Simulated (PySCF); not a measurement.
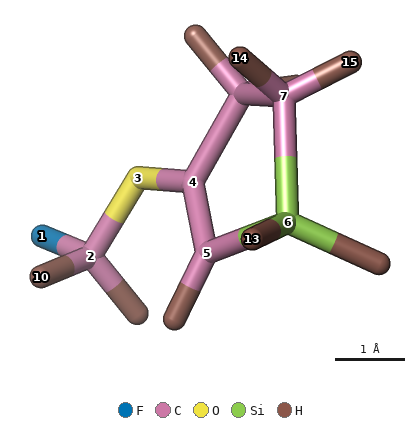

Fig. 1: The structure as given in the input (stick view, seen at a tilt; atoms are numbered from 1 in the order of the input). Bond lengths as drawn: C–C 1.33 to 1.53 Å, C–F 1.35 Å, C–H 1.08 to 1.10 Å, C–O 1.36 to 1.38 Å, C–Si 1.87 to 1.91 Å and H–Si 1.47 Å.

## C5H9FOSi: NMR shielding calculation

- system: C5H9FOSi, SMILES FCOC1=C[SiH2]CC1
- method: GIAO PBE0/pcSseg-1 NMR shielding, non-relativistic, gas phase (PySCF 2.14.0)

The geometry comes from this level: GFN2-xTB. It belongs to a series of runs on one base structure; here: C replaced by Si. Figures and captions count atoms from 1; the log counts them from 0 in places.

### Input file
```
{"job": {"kind": "nmr", "xc": "PBE0", "basis": "pcSseg-1"}, "charge": 0, "multiplicity": 1}
F      3.877076    -0.217244     0.641449
C      2.736209     0.291349     0.120425
O      1.695973    -0.510912     0.557622
C      0.436081    -0.187702     0.144044
C      0.059501     0.822314    -0.642433
Si    -1.790956     0.810155    -0.894570
C     -2.001282    -0.550702     0.427172
C     -0.606595    -1.143498     0.652643
H      2.839553     0.274898    -0.977516
H      2.640637     1.327664     0.485536
H      0.756061     1.527762    -1.061831
H     -2.205538     0.389041    -2.238682
H     -2.458216     2.067636    -0.545514
H     -2.364752    -0.113757     1.356380
H     -2.711037    -1.327679     0.153895
H     -0.494896    -2.084092     0.106923
H     -0.414818    -1.363204     1.704548
```

The first line tells a small driver script what to run in PySCF; the rest is the geometry in Å.

Launched with:
```bash
OMP_NUM_THREADS=1 python <driver script> task.json out
```

### The program's output
```
coarse grid: 14808 points
cycle   1  E = -659.7361413885  dE =  1.117e+00  |g| = 7.311e-01  |ddm| = 3.700e+00
cycle   2  E = -659.6697936972  dE =  6.635e-02  |g| = 9.607e-01  |ddm| = 1.117e+00
cycle   3  E = -659.8385542812  dE = -1.688e-01  |g| = 5.798e-02  |ddm| = 6.386e-01
cycle   4  E = -659.8389451424  dE = -3.909e-04  |g| = 3.262e-02  |ddm| = 6.437e-02
cycle   5  E = -659.8391880208  dE = -2.429e-04  |g| = 6.570e-03  |ddm| = 3.611e-02
cycle   6  E = -659.8391959218  dE = -7.901e-06  |g| = 3.263e-03  |ddm| = 7.585e-03
cycle   7  E = -659.8391982858  dE = -2.364e-06  |g| = 5.175e-04  |ddm| = 2.917e-03
final grid: 139128 points
cycle   8  E = -659.9039028616  dE = -3.827e-05  |g| = 1.224e-02  |ddm| = 3.153e-02
cycle   9  E = -659.9038647461  dE =  3.812e-05  |g| = 1.881e-02  |ddm| = 2.091e-02
cycle  10  E = -659.9039319297  dE = -6.718e-05  |g| = 1.781e-03  |ddm| = 1.360e-02
cycle  11  E = -659.9039326446  dE = -7.149e-07  |g| = 4.348e-04  |ddm| = 1.963e-03
cycle  12  E = -659.9039326837  dE = -3.903e-08  |g| = 1.529e-04  |ddm| = 4.753e-04
cycle  13  E = -659.9039326885  dE = -4.852e-09  |g| = 3.474e-05  |ddm| = 1.270e-04
cycle  14  E = -659.9039326887  dE = -2.315e-10  |g| = 1.241e-05  |ddm| = 3.289e-05
```

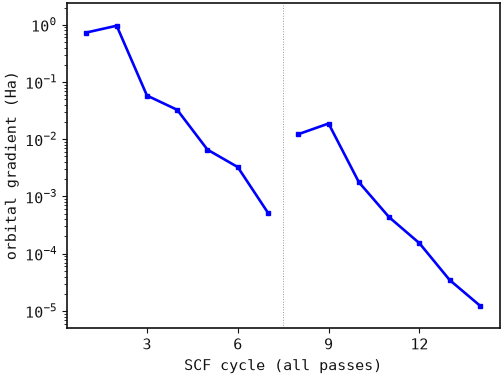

Fig. 2: Convergence of the self-consistent field: orbital gradient against the SCF cycle. The dotted line marks the change from a coarse to the final integration grid. The first 7 cycles use a coarse grid, the final grid takes over at cycle 8, and the field converges after 14 cycles in all.

```
converged SCF energy = -659.9039326887

GIAO shielding tensors (ppm)
atom      isotropic    diamagn.    paramagn.     s11        s22        s33       span
  0 F      366.270     465.784     -99.515    292.368    356.583    449.857    157.488
  1 C       81.142     240.732    -159.591     59.783     74.953    108.689     48.905
  2 O      155.166     399.886    -244.720     40.004    204.186    221.310    181.306
  3 C        8.832     256.209    -247.377    -97.935     44.636     79.795    177.730
  4 C       98.661     261.919    -163.258     22.526     98.932    174.527    152.001
  5 Si     376.862     880.307    -503.445    324.711    375.444    430.431    105.719
  6 C      182.699     252.166     -69.468    167.400    179.344    201.352     33.952
  7 C      150.185     248.172     -97.987    121.720    153.868    174.966     53.246
  8 H       25.841      28.643      -2.802     21.514     27.447     28.562      7.048
  9 H       25.870      28.746      -2.876     21.570     27.423     28.618      7.048
 10 H       27.837      33.604      -5.767     24.803     27.337     31.372      6.569
 11 H       26.884      28.729      -1.845     23.926     24.252     32.474      8.547
 12 H       26.942      28.709      -1.766     23.966     24.218     32.643      8.678
 13 H       30.622      30.325       0.297     25.324     28.156     38.387     13.064
 14 H       30.734      29.264       1.470     25.922     27.882     38.397     12.474
 15 H       28.973      30.631      -1.658     24.098     28.422     34.400     10.302
 16 H       29.043      30.790      -1.747     23.558     28.939     34.630     11.072
```

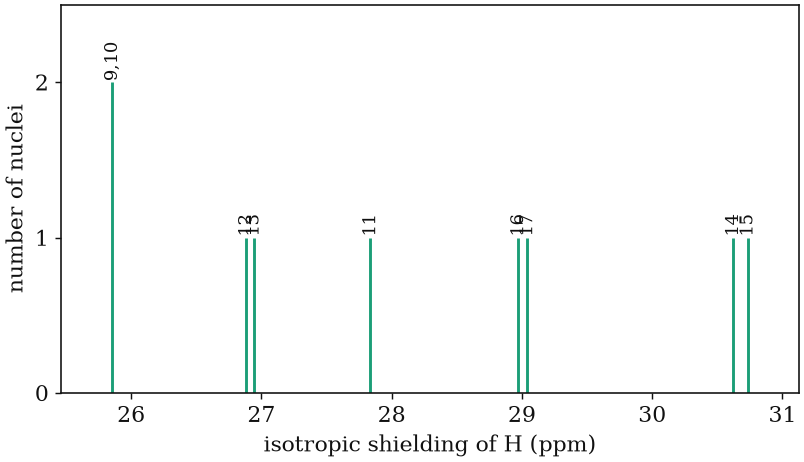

Fig. 3: Isotropic shieldings of the hydrogen nuclei in this fixed geometry, labelled by atom number; shielding grows to the right, so chemical shift grows to the left. The least shielded is H9 (25.8 ppm), the most shielded H15 (30.7 ppm).

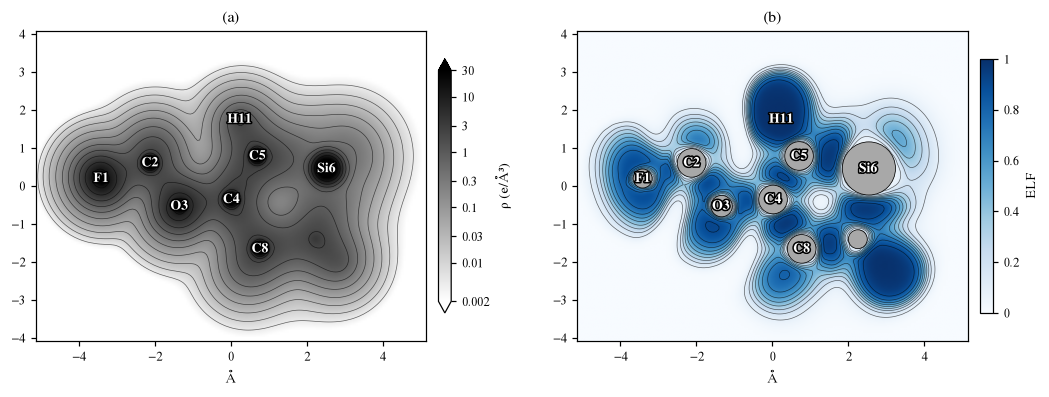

Fig. 4: (a) electron density; (b) electron localisation function on the plane of atoms F1, C2 and O3. Grey discs, where drawn, cover atomic cores.

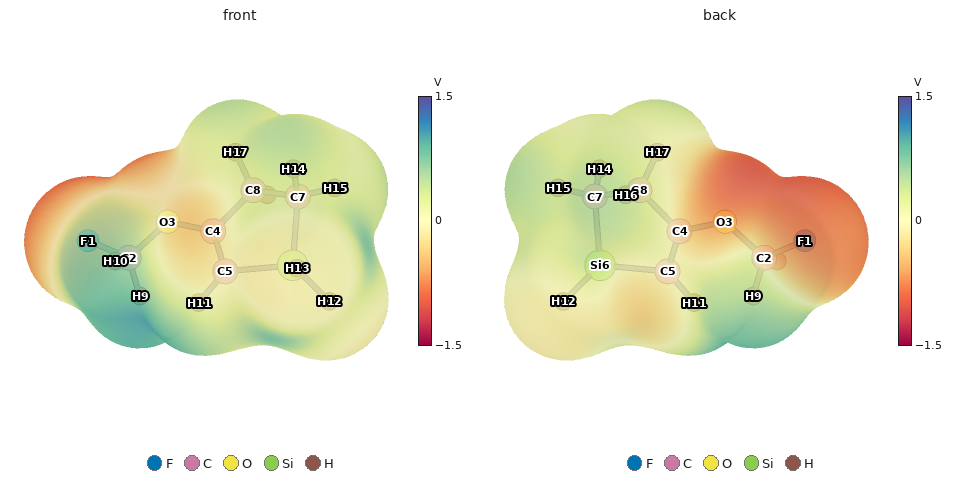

Fig. 5: The electrostatic potential painted on the density surface at 0.001 e/bohr³, seen at a tilt and from behind; red is negative and blue positive. Its dipole moment is 1.47 D.

### Summary

| quantity | value |
| --- | --- |
| outcome | converged |
| total energy | −659.903933 hartree |
| HOMO | −7.08 eV |
| LUMO | 0.32 eV |
| dipole moment | 1.47 D |
| isotropic shielding, F | 366.3 ppm |
| isotropic shielding, C | 8.8 to 182.7 ppm |
| isotropic shielding, O | 155.2 ppm |
| isotropic shielding, Si | 376.9 ppm |
| isotropic shielding, H | 25.8 to 30.7 ppm |
| hardware | 1 CPU thread, shared host |
| wall time | 68 s |
| peak memory | 0.84 GiB |
